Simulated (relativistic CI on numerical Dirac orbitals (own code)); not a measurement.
**Mg⁺: one ion under different settings**

Aim: see what numerical and physical settings do to the SCF, the total energy and the lowest levels of Mg⁺.

Program: relativistic CI on numerical Dirac orbitals (own code) version 3. Level of theory: Dirac-Coulomb-Breit CI, KLI orbitals optimised for each configuration, model QED (radiative potential, 1s self-energy scaled to tabulated hydrogen-like ionisation energies), numerical settings as typed. These are calculated values, not measurements, unless marked.

### 1 The atom as given

| Item | Value |
| --- | --- |
| ion | Mg⁺ (Mg II) |
| nuclear charge | 12 |
| electrons | 11 |
| isotope | A = 24 |

### 2 The usual input

Settings of the run:

```ini
atom Mg  Z=12  charge=1  electrons=11
nucleus A=24  rms_radius_fm=3.0570
hamiltonian dirac-coulomb  breit=on  qed=on  c_scale=1
orbitals kli  potential=per-configuration
slater_scale 1
correlation none
mixing on
grid step=0.0125 r_max=51.4
scf mixing=0.4 start=green max_iterations=150 tolerance=2e-08 node_fill=0.05
configurations
  [Ne] 3s
  [Ne] 3p
end
```

Launch:

```bash
> python run_levels.py task.json out
```

The settings of every run stand in task.json; they run in order.

Results of the run (chosen fields of its result record, rounded):

```text
{
  "status": "converged",
  "levels [i, E_cm, J2, conf, term, w_term, w_jj]": [
    [0, 0, 1, "3s", "2S", 1, 1],
    [1, 34548.651, 1, "3p", "2P*", 1, 1],
    [2, 34632.299, 3, "3p", "2P*", 1, 1]
  ],
  "total_energy [Ha]": -199.63584578,
  "n_levels_all": 3,
  "overlap": 1.18373e-13,
  "scf_iterations": [11, 11],
  "orbital_energies [Ha]": {"1s": -46.7173, "2s": -3.47569, "2p1/2": -2.24485, "2p3/2": -2.23432, "3s": -0.538928},
  "configurations [conf, odd, states, E_av_Ha, breit_Ha, qed_Ha]": [
    ["3s", 0, 2, -199.6882165, 0.03177, 0.0206],
    ["3p", 1, 6, -199.5304863, 0.03176, 0.02056]
  ],
  "scf_steps of the first configuration [iteration, E_Ha, residual, outer_eigenvalue_Ha]": [
    [1, -197.6714755, 1.09, -0.8025],
    [2, -199.3674733, 0.436, -0.6462],
    [3, -199.6820861, 0.0414, -0.5553],
    [4, -199.6868395, 0.0308, -0.5508],
    [5, -199.6882221, 0.000911, -0.5387],
    [6, -199.6882091, 0.00058, -0.539],
    [7, -199.6882165, 6.72e-06, -0.5389],
    [8, -199.6882166, 4.08e-06, -0.5389],
    [9, -199.6882165, 2.34e-06, -0.5389],
    [10, -199.6882165, 2.4e-08, -0.5389],
    [11, -199.6882165, 1.52e-08, -0.5389]
  ]
}
```

Run time: 0.086 s. Hardware: 1 thread, shared host.

### 3 Slater scale 1.2, QED terms off, end of the grid 35.98

Settings of the run:

```ini
atom Mg  Z=12  charge=1  electrons=11
nucleus A=24  rms_radius_fm=3.0570
hamiltonian dirac-coulomb  breit=on  qed=off  c_scale=1
orbitals kli  potential=per-configuration
slater_scale 1.2
correlation none
mixing on
grid step=0.0125 r_max=35.98
scf mixing=0.4 start=green max_iterations=150 tolerance=2e-08 node_fill=0.05
configurations
  [Ne] 3s
  [Ne] 3p
end
```

Results of the run:

```text
{
  "status": "converged",
  "levels [i, E_cm, J2, conf, term, w_term]": [
    [0, 0, 1, "3s", "2S", 1],
    [1, 34557.699, 1, "3p", "2P*", 1],
    [2, 34641.09, 3, "3p", "2P*", 1]
  ],
  "total_energy [Ha]": -199.65644161,
  "n_levels_all": 3,
  "overlap": 1.18423e-13,
  "scf_iterations": [11, 11],
  "orbital_energies [Ha]": {"1s": -46.7173, "2s": -3.47569, "2p1/2": -2.24485, "2p3/2": -2.23432, "3s": -0.538928},
  "configurations [conf, odd, states, E_av_Ha, breit_Ha, qed_Ha]": [
    ["3s", 0, 2, -199.6882165, 0.03177, 0],
    ["3p", 1, 6, -199.5304863, 0.03176, 0]
  ],
  "scf_steps of the first configuration [iteration, E_Ha, residual, outer_eigenvalue_Ha]": [
    [1, -197.6714755, 1.09, -0.8025],
    [2, -199.3674733, 0.436, -0.6462],
    [3, -199.6820861, 0.0414, -0.5553],
    [4, -199.6868395, 0.0308, -0.5508],
    [5, -199.6882221, 0.000911, -0.5387],
    [6, -199.6882091, 0.00058, -0.539],
    [7, -199.6882165, 6.72e-06, -0.5389],
    [8, -199.6882166, 4.08e-06, -0.5389],
    [9, -199.6882165, 2.34e-06, -0.5389],
    [10, -199.6882165, 2.4e-08, -0.5389],
    [11, -199.6882165, 1.52e-08, -0.5389]
  ]
}
```

Run time: 0.051 s. Hardware: 1 thread, shared host.

### 4 Breit term off, Slater scale 0.6, QED terms off

Settings of the run:

```ini
atom Mg  Z=12  charge=1  electrons=11
nucleus A=24  rms_radius_fm=3.0570
hamiltonian dirac-coulomb  breit=off  qed=off  c_scale=1
orbitals kli  potential=per-configuration
slater_scale 0.6
correlation none
mixing on
grid step=0.0125 r_max=51.4
scf mixing=0.4 start=green max_iterations=150 tolerance=2e-08 node_fill=0.05
configurations
  [Ne] 3s
  [Ne] 3p
end
```

Results of the run:

```text
{
  "status": "converged",
  "levels [i, E_cm, J2, conf, term, w_term]": [
    [0, 0, 1, "3s", "2S", 1],
    [1, 34557.504, 1, "3p", "2P*", 1],
    [2, 34646.75, 3, "3p", "2P*", 1]
  ],
  "total_energy [Ha]": -199.68821652,
  "n_levels_all": 3,
  "overlap": 1.18373e-13,
  "scf_iterations": [11, 11],
  "orbital_energies [Ha]": {"1s": -46.7173, "2s": -3.47569, "2p1/2": -2.24485, "2p3/2": -2.23432, "3s": -0.538928},
  "configurations [conf, odd, states, E_av_Ha, breit_Ha, qed_Ha]": [
    ["3s", 0, 2, -199.6882165, 0, 0],
    ["3p", 1, 6, -199.5304863, 0, 0]
  ],
  "scf_steps of the first configuration [iteration, E_Ha, residual, outer_eigenvalue_Ha]": [
    [1, -197.6714755, 1.09, -0.8025],
    [2, -199.3674733, 0.436, -0.6462],
    [3, -199.6820861, 0.0414, -0.5553],
    [4, -199.6868395, 0.0308, -0.5508],
    [5, -199.6882221, 0.000911, -0.5387],
    [6, -199.6882091, 0.00058, -0.539],
    [7, -199.6882165, 6.72e-06, -0.5389],
    [8, -199.6882166, 4.08e-06, -0.5389],
    [9, -199.6882165, 2.34e-06, -0.5389],
    [10, -199.6882165, 2.4e-08, -0.5389],
    [11, -199.6882165, 1.52e-08, -0.5389]
  ]
}
```

Wall time 0.05 s (1 thread, shared host).

### 5 Grid step 0.03, end of the grid 154.2

Settings of the run:

```ini
atom Mg  Z=12  charge=1  electrons=11
nucleus A=24  rms_radius_fm=3.0570
hamiltonian dirac-coulomb  breit=on  qed=on  c_scale=1
orbitals kli  potential=per-configuration
slater_scale 1
correlation none
mixing on
grid step=0.03 r_max=154.2
scf mixing=0.4 start=green max_iterations=150 tolerance=2e-08 node_fill=0.05
configurations
  [Ne] 3s
  [Ne] 3p
end
```

Results of the run:

```text
{
  "status": "converged",
  "levels [i, E_cm, J2, conf, term, w_term]": [
    [0, 0, 1, "3s", "2S", 1],
    [1, 34548.628, 1, "3p", "2P*", 1],
    [2, 34632.276, 3, "3p", "2P*", 1]
  ],
  "total_energy [Ha]": -199.63579626,
  "n_levels_all": 3,
  "overlap": 5.44049e-11,
  "scf_iterations": [11, 11],
  "orbital_energies [Ha]": {"1s": -46.7173, "2s": -3.47568, "2p1/2": -2.24485, "2p3/2": -2.23432, "3s": -0.538928},
  "configurations [conf, odd, states, E_av_Ha, breit_Ha, qed_Ha]": [
    ["3s", 0, 2, -199.6881672, 0.03177, 0.0206],
    ["3p", 1, 6, -199.530437, 0.03176, 0.02056]
  ],
  "scf_steps of the first configuration [iteration, E_Ha, residual, outer_eigenvalue_Ha]": [
    [1, -197.6714277, 1.09, -0.8025],
    [2, -199.3674242, 0.436, -0.6462],
    [3, -199.6820368, 0.0414, -0.5553],
    [4, -199.6867901, 0.0308, -0.5508],
    [5, -199.6881727, 0.000911, -0.5387],
    [6, -199.6881598, 0.000581, -0.539],
    [7, -199.6881671, 6.72e-06, -0.5389],
    [8, -199.6881672, 4.08e-06, -0.5389],
    [9, -199.6881671, 2.34e-06, -0.5389],
    [10, -199.6881672, 2.4e-08, -0.5389],
    [11, -199.6881672, 1.52e-08, -0.5389]
  ]
}
```

It took 0.045 s on 1 thread, shared host.

### 6 Speed-of-light factor 0.2

Settings of the run:

```ini
atom Mg  Z=12  charge=1  electrons=11
nucleus A=24  rms_radius_fm=3.0570
hamiltonian dirac-coulomb  breit=on  qed=on  c_scale=0.2
orbitals kli  potential=per-configuration
slater_scale 1
correlation none
mixing on
grid step=0.0125 r_max=51.4
scf mixing=0.4 start=green max_iterations=90 tolerance=2e-08 node_fill=0.05
configurations
  [Ne] 3s
  [Ne] 3p
end
```

Results of the run:

```text
{
  "status": "converged",
  "levels [i, E_cm, J2, conf, term, w_term]": [
    [0, 0, 1, "3s", "2S", 1],
    [1, 37647.021, 1, "3p", "2P*", 1],
    [2, 39870.394, 3, "3p", "2P*", 1]
  ],
  "total_energy [Ha]": -207.29924888,
  "n_levels_all": 3,
  "overlap": 1.33155e-13,
  "scf_iterations": [12, 11],
  "orbital_energies [Ha]": {"1s": -49.0205, "2s": -3.78498, "2p1/2": -2.40397, "2p3/2": -2.1167, "3s": -0.561542},
  "configurations [conf, odd, states, E_av_Ha, breit_Ha, qed_Ha]": [
    ["3s", 0, 2, -208.186987, 0.8379, 0.04987],
    ["3p", 1, 6, -208.0080777, 0.8374, 0.04976]
  ],
  "scf_steps of the first configuration [iteration, E_Ha, residual, outer_eigenvalue_Ha]": [
    [1, -205.4102533, 1.29, -0.8802],
    [2, -207.7588892, 0.508, -0.6864],
    [3, -208.1778069, 0.0549, -0.5796],
    [4, -208.1851123, 0.0351, -0.5763],
    [5, -208.187008, 0.00121, -0.5615],
    [6, -208.18698, 0.000582, -0.5617],
    [7, -208.1869865, 6.2e-05, -0.5615],
    [8, -208.1869872, 2.13e-05, -0.5615],
    [9, -208.1869871, 3.79e-06, -0.5615],
    [10, -208.186987, 3.61e-08, -0.5615],
    [11, -208.186987, 2.62e-08, -0.5615],
    [12, -208.186987, 2.91e-11, -0.5615]
  ]
}
```

Run time: 0.088 s. Hardware: 1 thread, shared host.

This setting is unsound; the numbers are not properties of the ion.

With a scaled speed of light this is not the real ion; the QED potentials keep the true α and change only through the orbitals.

### 7 Comparison

| setting | total energy less usual (Ha) | largest shift of a level among the lowest eight of both runs, same label and place (cm⁻¹) | SCF iterations | time | lowest level | kind of change |
| --- | --- | --- | --- | --- | --- | --- |
| usual | 0 | 0 | 22 | 0.086 s | 3s 2S1/2 | - |
| Slater scale 1.2, QED terms off, end of the grid 35.98 | -0.0206 | 9.05 | 22 | 0.051 s | 3s 2S1/2 | model term |
| Breit term off, Slater scale 0.6, QED terms off | -0.0524 | 14.5 | 22 | 0.05 s | 3s 2S1/2 | model term |
| grid step 0.03, end of the grid 154.2 | 4.95e-05 | 0.0232 | 22 | 0.045 s | 3s 2S1/2 | numerical |
| speed-of-light factor 0.2 | -7.66 | 5240 | 23 | 0.088 s | 3s 2S1/2 | unsound |

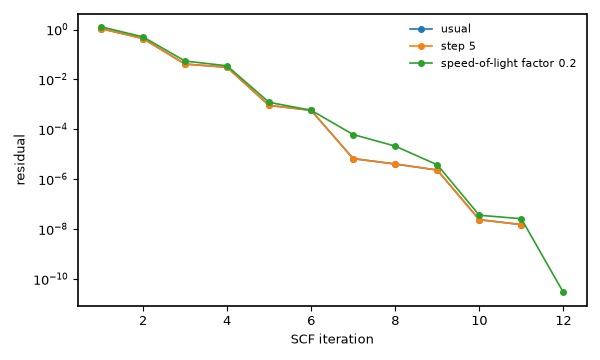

Residual of the first configuration's SCF.

### 8 Summary of results

| quantity | value |
| --- | --- |
| lowest level, usual settings | 3s 2S1/2 |
| total energy | -199.6358 Ha |
| first excitation | 34549 cm⁻¹ |

Among the runs whose levels can be followed, they move most under «speed-of-light factor 0.2» (unsound), by up to 5240 cm⁻¹. Only the listed configurations are in the model. In a near-neutral ion this small CI can misplace whole configurations by 10,000 cm⁻¹ or more.
